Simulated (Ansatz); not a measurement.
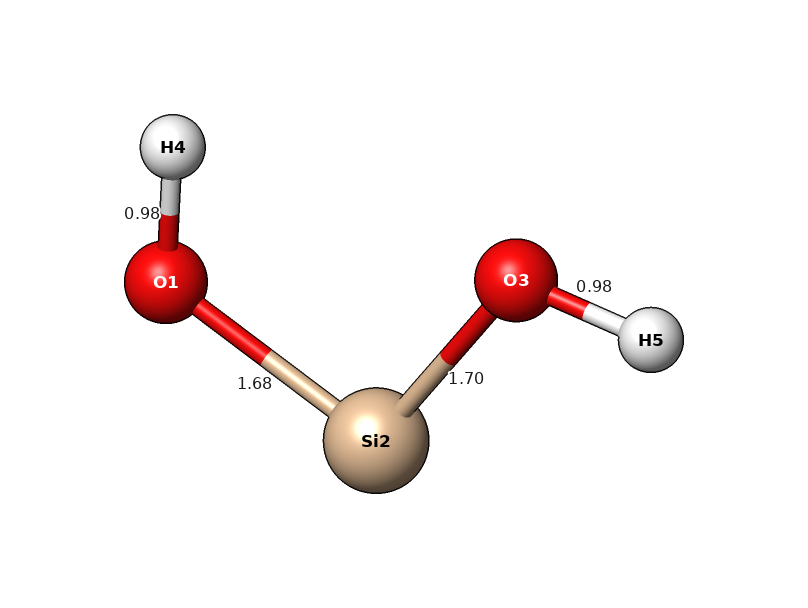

Bond lengths are marked in Å; every bond is drawn as one stick. Computed geometry: PBE-D4/def2-SVP optimisation. No frequency run is at hand to confirm it as a minimum.

Q: Assign a bond order to each marked bond.

A: O1–Si2 single; O1–H4 single; Si2–O3 single; O3–H5 single.

Q: Write the SMILES.

A: O[Si]O
